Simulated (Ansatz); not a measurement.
```xyz
4
charge 1, multiplicity 2
B    -0.1760   -0.2126    0.0946
H    -0.4690   -0.7205   -0.9242
H     0.8373    0.8442   -0.4173
H    -0.1330    0.0342    1.2619
```

Geometry: a fixed input geometry, not necessarily a minimum.

Work out the structure from the coordinates.

Formula BH₃⁺. Judged by distances it falls into 2 fragments: BH2, H. It is an open-shell species. All atoms lie on one plane.

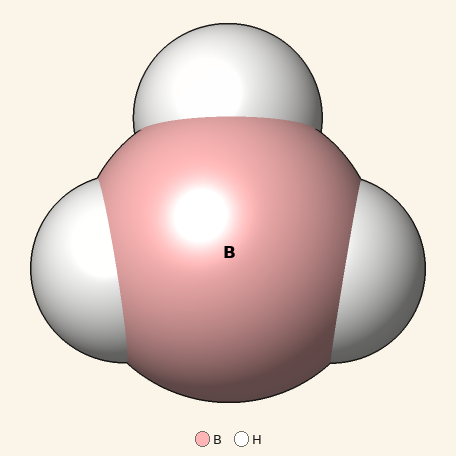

The picture comes from a calculation with Ansatz.
